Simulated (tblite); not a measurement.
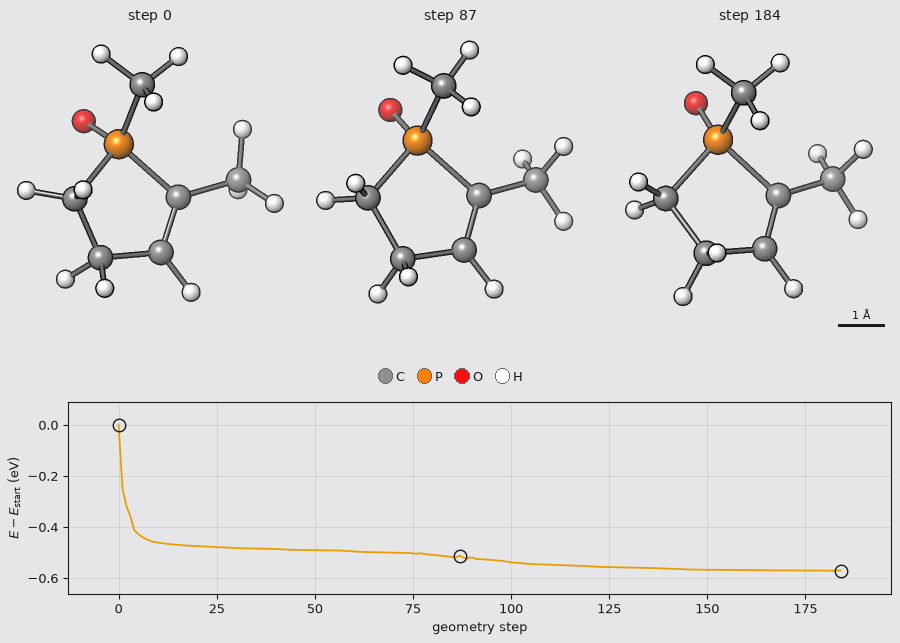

Frames of a relaxation of C6H11OP, marked on the history of the run. Style: ball-and-stick. Shown at a tilt.

Computed with tblite 0.8.0, GFN2-xTB geometry optimisation, gas phase. 

Q: Describe the path.

A: Over 184 geometry steps the energy falls by 0.570 eV. An H atom moves most after the best rigid fit: 1.20 Å. By element the largest moves are H 1.20 Å, C 0.48 Å, O 0.48 Å, P 0.15 Å. Some distances before and after: C–P 1.782 → 1.835 Å, C–C 1.455 → 1.502 Å, C–H 1.134 → 1.089 Å, C–C 1.489 → 1.530 Å. Bond angles that change, for instance: C–P–C 113.8° → 106.6°, C–C–C 114.3° → 108.4°, H–C–H 104.5° → 110.4°. Groups turn about C–C by about 60°, C–P by about 45°, C–C by about 45°. The run took 1.1 s on 1 thread of Intel(R) Xeon(R) 6975P-C (shared host). From step 0 to 87: an H atom moves most (0.94 Å), energy −0.511 eV. From step 87 to 184: an H atom moves most (0.60 Å), energy −0.059 eV.
